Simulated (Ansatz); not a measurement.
# CsPbBr3 (cubic perovskite), scan of one atom of the cell

Relaxed CsPbBr3 (cubic perovskite):

```
CELL_PARAMETERS angstrom
      6.00308     0.00000     0.00000
      0.00000     6.00308     0.00000
      0.00000     0.00000     6.00308
ATOMIC_POSITIONS crystal
  Cs 0.00000 0.00000 0.00000
  Pb 0.50000 0.50000 0.50000
  Br 0.00000 0.50000 0.50000
  Br 0.50000 0.50000 0.00000
  Br 0.50000 0.00000 0.50000
```

In this cell atom 1 (Cs, nearest neighbour Br at 4.245 Å; its periodic images, 6.0 Å or more away, move with it) is moved by s along Cartesian x, unit vector (1.000, 0.000, 0.000); all other atoms and the cell stay fixed.

Computed with PBE (plane waves to 420 eV, PAW, scalar-relativistic; Ansatz, an electronic-structure program). k mesh 5×5×5 (Γ-centred), Fermi-Dirac smearing 0.05 eV. E stands for the smeared free energy. CsPbBr3 was relaxed with its symmetry unable to fall. Spin-orbit coupling is left out, though Pb is heavy. This is a high-temperature form of CsPbBr3. The zero of ΔE is the undisplaced structure.

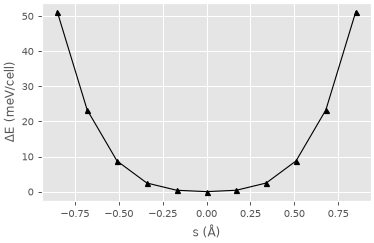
Fig. 1. ΔE (meV/cell) against s (Å); computed points joined by lines.

The force along the line at s = -0.850 Å comes out as 0.214 eV/Å, the force constant k = d²E/ds² at s = 0 (finite differences) is 0.02 eV/Å² and the energy at s = 0.850 Å is 51.2 meV/cell. Symmetry of the curve: even: the same for both signs. Shape of the curve: a single well with its minimum at or next to zero displacement.

With its periodic images moving along, the atom's site symmetry in this cell is m-3m.

(For displaced atoms, the force is minus the slope of the energy, and its curvature is a force constant, which sets phonon frequencies.)
